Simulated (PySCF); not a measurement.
## Frequency calculation, with input and output: GeF$_{4}$

The run: frequency calculation of GeF$_{4}$. Method and program: RKS-based PBE0, Ge def2-TZVP, F def2-TZVP; non-relativistic Hamiltonian; density fitting (PySCF 2.14.0).

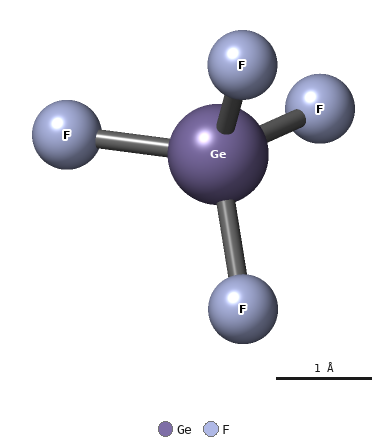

*The structure (ball-and-stick view, seen at a tilt). Sticks mark near contacts.*

Summary:

| quantity | value |
| --- | --- |
| outcome | converged |
| total energy | −2476.071126 hartree |
| HOMO | −12.69 eV |
| LUMO | −1.73 eV |
| zero-point energy | 0.009843 hartree |
| dipole moment | 0.00 D |
| wavenumbers, lowest and highest | 198 and 797 cm⁻¹ |
| hardware | 4 threads of Intel Xeon (Granite Rapids), 16 GiB of memory available, shared host |
| wall time | 26 s (CPU time 85 s) |
| peak memory | 1.9 GiB |

Input file:
```python
from pyscf import gto, scf, dft
mol = gto.M(atom='''
Ge    -0.000000     0.000000    -0.000000
F     -0.000000     1.381252    -0.976692
F     -0.000000    -1.381252    -0.976692
F      1.381252     0.000000     0.976692
F     -1.381252     0.000000     0.976692''',
    basis={'Ge': 'def2-TZVP', 'F': 'def2-TZVP'},
    charge=0, spin=0)
mf = dft.RKS(mol, xc='PBE0')
mf.grids.atom_grid = (75, 302)
aux = {'Ge': 'def2-universal-JKFIT', 'F': 'def2-universal-JKFIT'}
mf = mf.density_fit(auxbasis=aux)
mf.conv_tol = 1e-09
mf.diis_space = 10
mf.max_cycle = 60
mf.verbose = 4
mf.kernel()
```

The script is an equivalent of the set-up of the self-consistent field. The run itself was carried out by a driver, which started from the orbitals of the step before it where there was one and computed the further properties.

Run as:
```bash
OMP_NUM_THREADS=4 python axn.py task.json out
```

What the program printed:
```
init E= -2476.07112599595
  HOMO = -0.466397194112208  LUMO = -0.0636221104586454  gap/eV = 10.96007
cycle= 1 E= -2476.07112599596  delta_E= -9.55e-12  |g|= 4.87e-06  |ddm|= 3.73e-06
  HOMO = -0.466396438258049  LUMO = -0.063621972911811  gap/eV = 10.96005
Extra cycle  E= -2476.07112599594  delta_E= 1.27e-11  |g|= 7.46e-06  |ddm|= 5.3e-06
converged SCF energy = -2476.07112599594
```

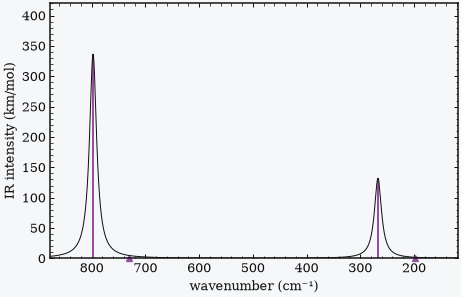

*Harmonic infrared spectrum, unscaled: sticks (degenerate modes added up, dark ones marked on the axis) with a Lorentzian envelope of 16 cm⁻¹ full width, scaled to the tallest stick.*

9 modes from 198 to 797 cm⁻¹, none imaginary. The strongest line is at 797 cm⁻¹ (336 km/mol). All modes, in cm⁻¹ (km/mol): 198 (0.0), 198 (0.0), 267 (44), 267 (44), 267 (44), 731 (0.0), 797 (112), 797 (112), 797 (112).
